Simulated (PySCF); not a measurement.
# C4H10Ge: what the fields show

The calculation's input:

```
{"job": {"kind": "uv", "xc": "B3LYP", "basis": "def2-SVPD", "ip": true, "dynamic": true}, "charge": 0, "multiplicity": 1}
C      1.915884     0.346131    -0.323644
C      0.490170     0.489493     0.162099
C     -0.154694    -0.729214     0.869494
C     -1.652223    -0.557780     0.530658
Ge    -1.096669     0.514049    -1.035942
H      2.613537     0.181972     0.515761
H      2.023442    -0.508736    -1.010832
H      2.254724     1.246049    -0.860018
H      0.396762     1.375487     0.814802
H      0.225021    -1.653778     0.400252
H      0.074939    -0.805789     1.947348
H     -2.171218     0.083802     1.259722
H     -2.232753    -1.481354     0.402325
H     -0.916202    -0.303775    -2.332505
H     -1.814448     1.842120    -1.356927
```

Command:

```sh
OMP_NUM_THREADS=1 python probes_run.py task.json out
```

Geometry: PBE0-D3(BJ)/def2-SVP.

Level of theory: B3LYP/def2-SVPD, SCF density, gas phase (PySCF 2.14.0).

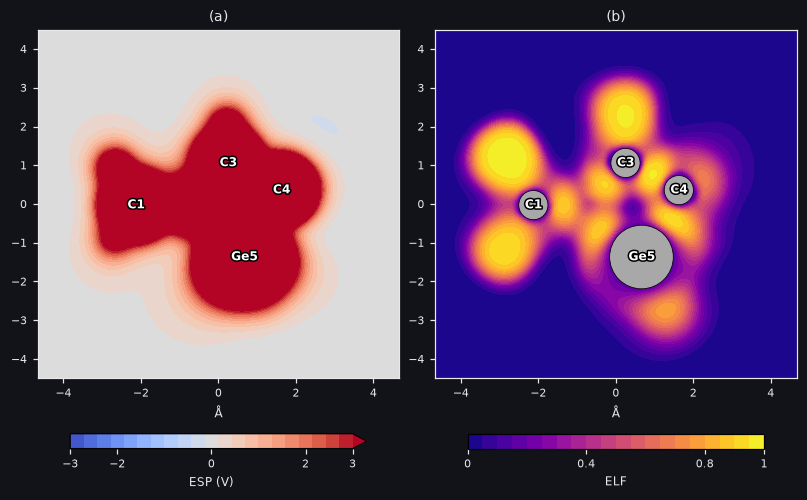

Figure 1. (a) molecular electrostatic potential; (b) ELF on the plane of atoms C3, C4 and Ge5. Grey discs cover the atomic cores in the ELF map.

Q: What does the map show?

A: Atoms in the plane: C and Ge. C–Ge (1.98 Å): the ELF peaks at about 0.90 in the valence shell of C, 0.7 Å from its nucleus, and is about 0.70 at the midpoint. The potential has no marked negative region in this plane.

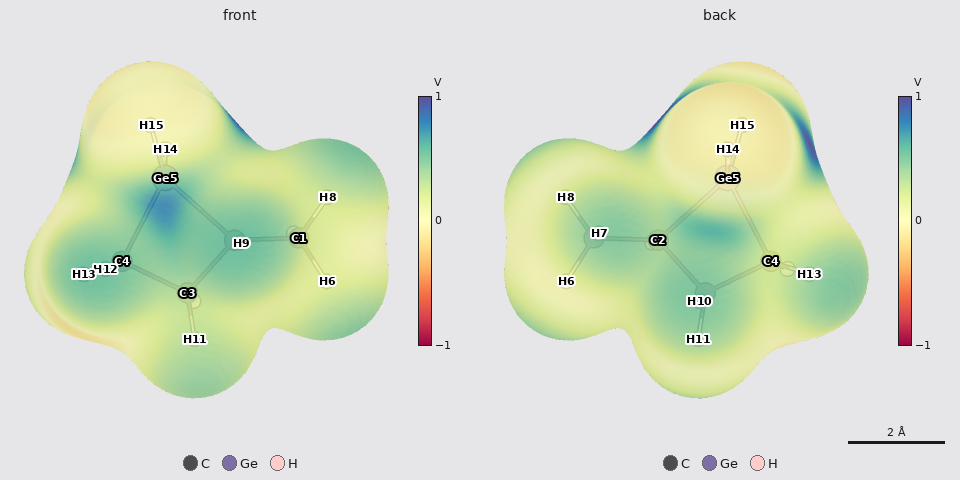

Figure 2. The molecular electrostatic potential painted on the density surface at 0.002 e/bohr³, seen from the front and from behind; red is negative and blue positive.

Q: Describe the electrostatic potential map.

A: The most negative region (about −0.1 V) lies over C4, H14 and H15, the most positive (about +1.0 V, or +23 kcal/mol for a unit charge) over Ge5.

Q: What dipole moment does the calculation give?

A: Its dipole moment is 0.44 D.
